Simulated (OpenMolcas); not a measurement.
# Fe⁴⁺ among point charges: CASSCF and CASPT2 levels and susceptibility, part 1 of 2

How does a field of 5 point charges split the states of Fe⁴⁺, and what χT follows?

Program: OpenMolcas 26.06. Level of theory: state-averaged CASSCF and CASPT2, spin-orbit coupling by RASSI with atomic mean-field integrals. These are calculated values, not measurements, unless marked.

### Step 1. Starting point

| Quantity | Value |
| --- | --- |
| Species | Fe⁴⁺ (iron, Z = 26, 22 electrons) |
| Basis | ANO-RCC-VDZP [5s4p2d1f], 34 functions |
| Scalar Hamiltonian | DKH2, point nucleus |
| Inactive shells | 1s 2s 2p 3s 3p |
| Active space | 4 electrons in 5 orbitals (3d) |
| Some configurations of this space | 3d⁴ |
| Orbitals | optimised for each spin and parity, averaged over all roots |

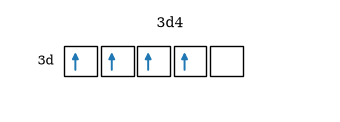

The shells outside the core, filled by Hund's rule for the drawing.

The ion sits among 5 point charges of -2.6 e arranged as a square pyramid (C4v), 1.78 Å from the ion, with the axial distance 1.531 Å.

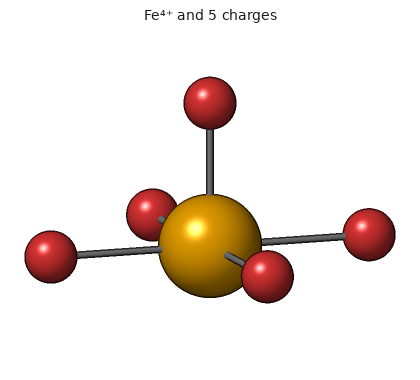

The ion and the point charges (red).

Each step is its own input file, run in one work folder so that later steps find the files of earlier ones. Labels, J, g values, rates, χT and fits are worked out afterwards by a script from the matrices that RASSI stores.

### Step 2. Basis and integrals

a.inp

```
&GATEWAY
Coord
1

Fe 0.0 0.0 0.0
Basis=ANO-RCC-VDZP
Group=NoSym
NoMove
AngMom=0.0 0.0 0.0
AMFI
XField
5 Angstrom 0
1.780000 0.000000 0.000000 -2.600000
0.000000 1.780000 0.000000 -2.600000
-1.780000 0.000000 0.000000 -2.600000
0.000000 -1.780000 0.000000 -2.600000
0.000000 0.000000 1.530800 -2.600000
&SEWARD
```

Run with:

```console
> OMP_NUM_THREADS=1 MOLCAS_MEM=1689 MOLCAS_PROJECT=a pymolcas a.inp > a.log
```

The log of the run:

```text
Basis set label: FE.ANO-RCC...5S4P2D1F.

      Electronic valence basis set:
      ------------------
      Associated Effective Charge  26.000000 au
      Associated Actual Charge     26.000000 au
      Nuclear Model: Point charge

      Shell  nPrim  nBasis  Cartesian Spherical Contaminant
         s      21       5        X
         p      15       4        X
         d      10       2                 X
         f       6       1                 X
                  Relativistic Douglas-Kroll-Hess integrals:
                    - DKH order of Hamiltonian: 2
                    - DKH order of Properties : 0
                  Atomic mean-field integrals
```

### Step 3. CASSCF: quintets, 5 roots

a.inp

```
&RASSCF
FileOrb=start.orb
Symmetry=1
Spin=5
nActEl=4 0 0
Inactive=9
Ras2=5
CIRoot=5 5 1
SDav=5
CIMx=300
Iter=120 100
PrWF=0.3
OrbListing=Nothing
MaxOrb=0
>>> COPY $Project.JobIph JOB001
```

start.orb holds the contracted functions of the basis, ordered by shell, or the orbitals of the step before.

The log of the run, shortened:

```text
[...]
      Number of active orbitals                  5
[...]
      Spin quantum number                      2.0
[...]
      Active orbitals                            5
[...]
      Number of CSFs                             5
      Number of root(s) required                 5
[...]
      Convergence after  8 iterations
[...]
      Natural orbitals and occupation numbers for root  1
      sym 1:   1.000000   1.000000   1.000000   1.000000   0.000000
      Natural orbitals and occupation numbers for root  2
      sym 1:   0.000000   1.000000   1.000000   1.000000   1.000000
      Natural orbitals and occupation numbers for root  3
      sym 1:   1.000000   1.000000   0.000000   1.000000   1.000000
::    RASSCF root number  1 Total energy:  -1283.54026286
::    RASSCF root number  2 Total energy:  -1283.51927564
::    RASSCF root number  3 Total energy:  -1283.51222194
::    RASSCF root number  4 Total energy:  -1283.50268652
::    RASSCF root number  5 Total energy:  -1283.50268652
```

### Step 4. Reference wave functions, triplets, 45 roots

a.inp

```
&RASSCF
FileOrb=start.orb
Symmetry=1
Spin=3
nActEl=4 0 0
Inactive=9
Ras2=5
CIRoot=45 45 1
SDav=45
CIMx=300
Iter=120 100
PrWF=0.3
OrbListing=Nothing
MaxOrb=0
>>> COPY $Project.JobIph JOB002
```

The log of the run, shortened:

```text
[...]
      Number of active orbitals                  5
[...]
      Spin quantum number                      1.0
[...]
      Active orbitals                            5
[...]
      Number of CSFs                            45
      Number of root(s) required                45
[...]
      Convergence after  7 iterations
[...]
      Natural orbitals and occupation numbers for root  1
      sym 1:   0.083164   1.649134   0.291099   0.955840   1.020763
      Natural orbitals and occupation numbers for root  2
      sym 1:   0.291099   1.020763   0.083164   1.649134   0.955840
      Natural orbitals and occupation numbers for root  3
      sym 1:   1.029326   0.091333   0.942891   0.968225   0.968225
::    RASSCF root number  1 Total energy:  -1283.41754323
::    RASSCF root number  2 Total energy:  -1283.41754323
::    RASSCF root number  3 Total energy:  -1283.41381399
[...]
::    RASSCF root number 27 Total energy:  -1283.35548511
::    RASSCF root number 28 Total energy:  -1283.35195538
::    RASSCF root number 29 Total energy:  -1283.34595526
::    RASSCF root number 30 Total energy:  -1283.34595526
```

### Step 5. CASSCF: singlets, 50 roots

a.inp

```
&RASSCF
FileOrb=start.orb
Symmetry=1
Spin=1
nActEl=4 0 0
Inactive=9
Ras2=5
CIRoot=50 50 1
SDav=50
CIMx=300
Iter=120 100
PrWF=0.3
OrbListing=Nothing
MaxOrb=0
>>> COPY $Project.JobIph JOB003
```

The log of the run, shortened:

```text
[...]
      Number of active orbitals                  5
[...]
      Spin quantum number                      0.0
[...]
      Active orbitals                            5
[...]
      Number of CSFs                            50
      Number of root(s) required                50
[...]
      Convergence after  7 iterations
[...]
      Natural orbitals and occupation numbers for root  1
      sym 1:   1.324050   0.436049   0.762908   1.324050   0.152943
      Natural orbitals and occupation numbers for root  2
      sym 1:   1.568843   1.066178   0.346293   0.927375   0.091312
      Natural orbitals and occupation numbers for root  3
      sym 1:   0.927375   0.346293   1.066178   1.568843   0.091312
::    RASSCF root number  1 Total energy:  -1283.35996100
::    RASSCF root number  2 Total energy:  -1283.35927928
::    RASSCF root number  3 Total energy:  -1283.35927928
[...]
::    RASSCF root number 27 Total energy:  -1283.27673647
::    RASSCF root number 28 Total energy:  -1283.27284845
::    RASSCF root number 29 Total energy:  -1283.25658808
::    RASSCF root number 30 Total energy:  -1283.25340217
```

(Continued in part 2 of 2.)
